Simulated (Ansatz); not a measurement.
**BH₅OSi: density, localisation and related maps**

The calculation's input:

```
crystal:
  periodic: [false, false, false]
  atoms:
    - {symbol: B, position_ang: [-0.369687, 0.803386, -1.288171]}
    - {symbol: O, position_ang: [0.437364, -0.035848, -0.611657]}
    - {symbol: Si, position_ang: [0.369563, -0.652062, 0.925937]}
    - {symbol: H, position_ang: [-1.356997, 1.246061, -0.759938]}
    - {symbol: H, position_ang: [-0.071709, 1.086387, -2.414060]}
    - {symbol: H, position_ang: [-0.831742, -0.136504, 1.630955]}
    - {symbol: H, position_ang: [1.602072, -0.239441, 1.637471]}
    - {symbol: H, position_ang: [0.313336, -2.129179, 0.823563]}
basis:
  gaussian: {orbitals: def2-TZVPP}
hamiltonian: {xc: pbe0, dispersion: d4}
output: {orbitals: {seedname: orbitals}}
```

Run with:

```sh
ansatz run in.yaml --threads 4 --pin off --events-out ev --progress --plain --max-ram 10444MiB
```

Geometry: PBE0-D4/def2-TZVP.

Method: RKS PBE0-D4/def2-TZVPP (Ansatz).

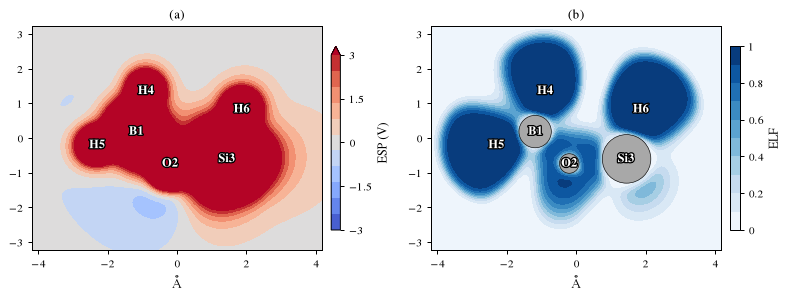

Figure 1. (a) electrostatic potential; (b) ELF on the plane of atoms O2, B1 and H4. Grey discs cover the atomic cores in the ELF map.

Question: Interpret the plot.

Answer: The plane passes through B, O, Si and H nuclei. B–O (1.35 Å): the ELF peaks at about 0.90 between the atoms: a polar covalent bond. Si–O (1.66 Å): the ELF peaks at about 0.90 between the atoms: a polar covalent bond. B–H (1.20 Å): the ELF climbs to about 1 towards the hydrogen, as it does in any bond to H: a covalent bond by its length. Si–H (1.49 Å): the ELF climbs to about 1 towards the hydrogen. The ELF also peaks beside O2, away from the bonds: lone-pair regions. Outside the dense part of the molecule the potential is most negative (−1.1 V) near O2.

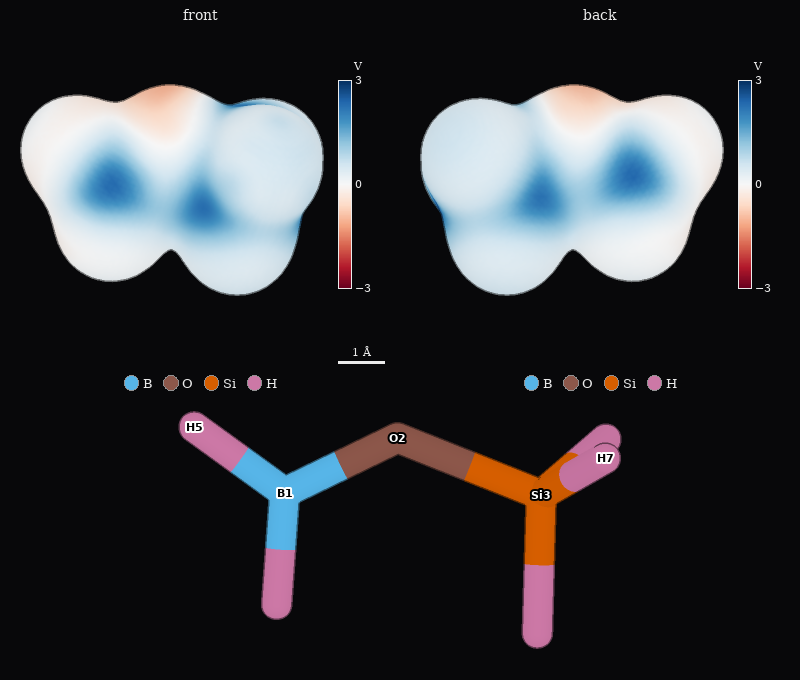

Figure 2. The molecular electrostatic potential painted on the density surface at 0.004 e/bohr³, seen from the front and from behind; red is negative and blue positive. The bare structure is drawn below in the same view.

Question: Where is the surface potential most negative and most positive?

Answer: The most negative region (about −1.0 V) lies over O2, the most positive (about +2.5 V) over Si3.

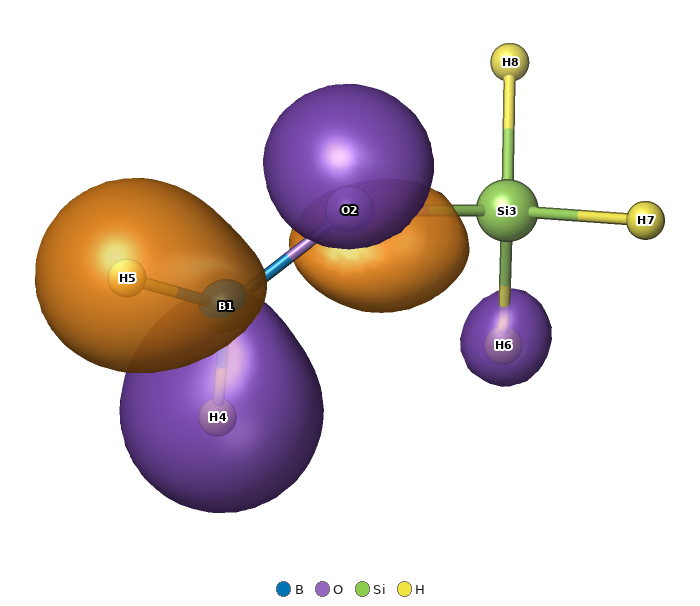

Figure 3. The HOMO at ±0.15 Å⁻³ᐟ² (orange and purple are the two phases), seen at an oblique angle.

Question: Where does this orbital lie, and at what energy?

Answer: Its weight (Hirshfeld) is mainly on O2 (about 30 %), B1 (about 25 %), H4 (about 20 %) and H5 (about 20 %). Its energy is −8.49 eV.
